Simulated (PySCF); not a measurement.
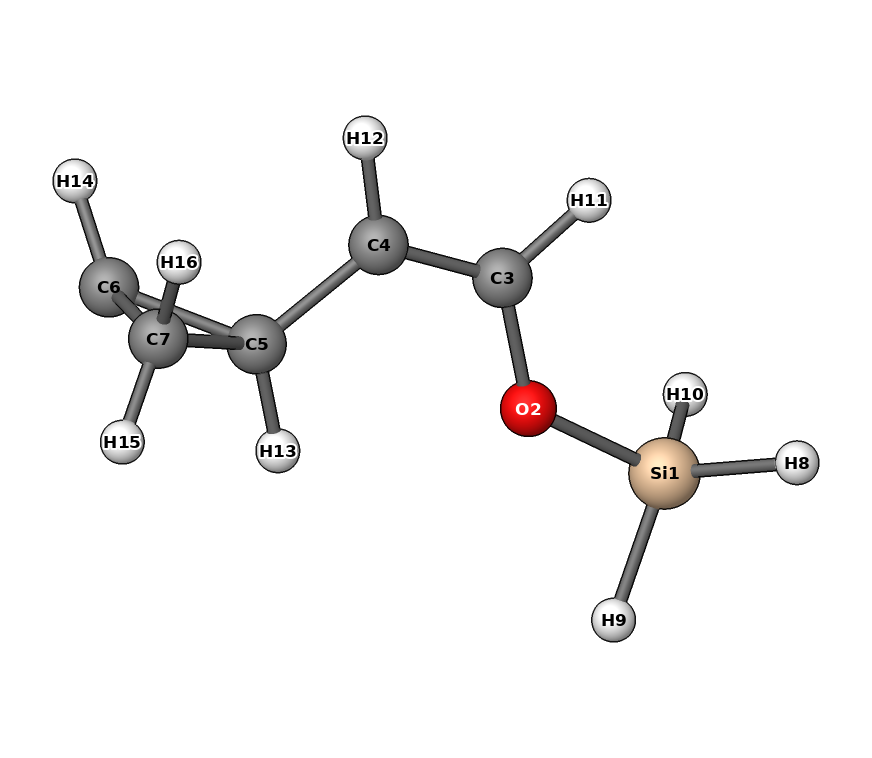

The questions are on Mulliken spin populations. State: neutral, doublet. Computed geometry: GFN2-xTB optimisation. No frequency run is at hand to confirm it as a minimum. Level of theory: UKS B3LYP, pcH-1 on C H O Si, non-relativistic (PySCF 2.14.0).

List the Mulliken spin populations.

```
atom  value (e)
 Si1       0.00
  O2       0.01
  C3       0.06
  C4      −0.02
  C5      −0.02
  C6       0.94
  C7      −0.03
  H8       0.00
  H9       0.00
 H10       0.00
 H11       0.00
 H12       0.00
 H13       0.03
 H14      −0.02
 H15       0.03
 H16       0.02
```

Mulliken values depend strongly on the basis set. The geometry is semi-empirical. Around Si such bond lengths and angles can be off by a tenth of an ångström or more and by several degrees, and values that hang on the shape move with them.
